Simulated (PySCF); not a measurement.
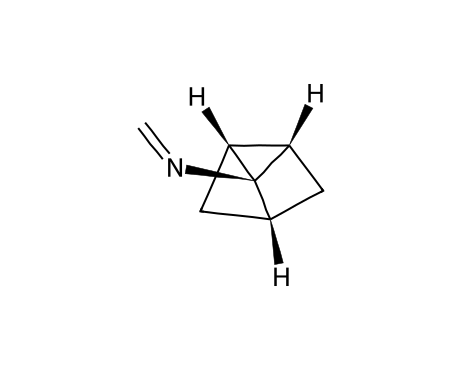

Computed geometry: GFN2-xTB optimisation. No frequency run is at hand to confirm it as a minimum. Method: PBE0/def2-SVPD, gas phase (PySCF 2.14.0). Excitations: vertical, linear response.

Q: What is the LUMO energy (Kohn–Sham orbital)?

A: −0.31 eV.

Q: What is the HOMO energy (Kohn–Sham orbital)?

A: −6.66 eV.

Q: Give the dipole moment at this level.

A: 1.32 D.

Q: Estimate the mean static polarisability.

A: 84.6 bohr³.
